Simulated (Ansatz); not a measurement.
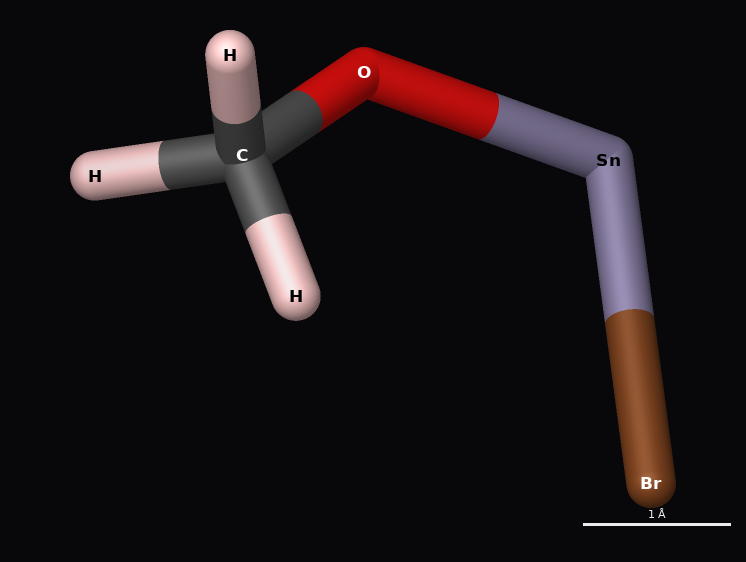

A stick model of a molecule. Every bond is drawn as one stick, whatever its order.

The computed structure is the end point of a PBE0-D4/def2-TZVP optimisation.

> Which formula does it have?

CH3BrOSn, 7 atoms: 1 carbon, 3 hydrogen, 1 bromine, 1 oxygen and 1 tin.

> What is the point group of this geometry?

Cs.

> What is its SMILES?

C[O][Sn][Br]

> Count the bonded pairs by element.

3 C–H, 1 C–O, 1 O–Sn, 1 Br–Sn.

More results for the same structure follow; atom numbers are the same in all pictures, views and colours differ.

**Thermal motion**

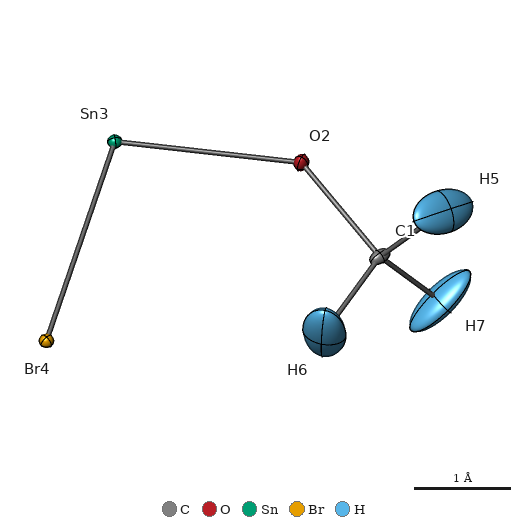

Displacement ellipsoids at the 50 % level, from the internal vibrations of the free molecule (harmonic, no overall translation or rotation; no half-axis is drawn under 0.075 Å). Vibrations computed with RKS PBE0-D4/def2-TZVP, core potentials on Sn (Ansatz 0.2.0). Temperature: 0 K (zero-point motion alone).

List U_eq and the three principal root-mean-square amplitudes for each kind of atom.

```
  atom  U_eq (Å²)   rms amplitudes (Å)
    C1     0.0032  0.042, 0.045, 0.077
    O2     0.0031  0.035, 0.057, 0.070
   Sn3    0.00017  0.007, 0.012, 0.018
   Br4    0.00036  0.005, 0.018, 0.027
H5, H7     0.0355  0.084, 0.145, 0.280
    H6     0.0362  0.095, 0.147, 0.279
```

**Levels of theory compared**

Program: Ansatz 0.2.0.

At this fixed geometry, give HOMO–LUMO gap (eV) at these levels: BHLYP-D4/def2-TZVPP; CAM-B3LYP-D4/def2-TZVPP; HSE06 (plane-wave form)-D4/def2-TZVPP; PBE-D4/def2-TZVPP; PBE0-D4/def2-QZVPP; PBE0-D4/def2-SVP; SPW92 (LDA)/def2-TZVPP; r2SCANh-D4/def2-TZVPP; ωB97M-V/def2-SVP.

```csv
level,HOMO–LUMO gap (eV)
BHLYP-D4/def2-TZVPP,6.78
CAM-B3LYP-D4/def2-TZVPP,7.30
HSE06 (plane-wave form)-D4/def2-TZVPP,4.41
PBE-D4/def2-TZVPP,3.40
PBE0-D4/def2-QZVPP,5.16
PBE0-D4/def2-SVP,5.15
SPW92 (LDA)/def2-TZVPP,3.37
r2SCANh-D4/def2-TZVPP,4.42
ωB97M-V/def2-SVP,8.98
```

**Charges**

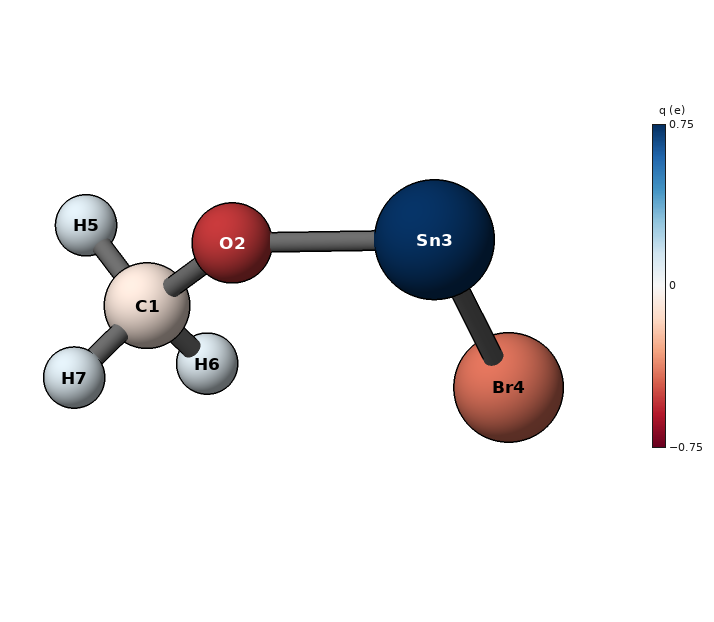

Atoms are coloured by their Mulliken charges. Method: RKS B3LYP-D4/def2-TZVPP, core potentials on Sn (Ansatz 0.2.0).

> Which atom carries the highest charge (most positive or least negative)?

Sn3 (0.74 e).

> And the lowest?

O2 (−0.53 e).

List the Mulliken charges.

| atom | value (e) |
| --- | --- |
| C1 | −0.08 |
| O2 | −0.53 |
| Sn3 | 0.74 |
| Br4 | −0.41 |
| H5 | 0.10 |
| H6 | 0.09 |
| H7 | 0.10 |

Mulliken values depend strongly on the basis set and can even reverse the polarity of a bond.
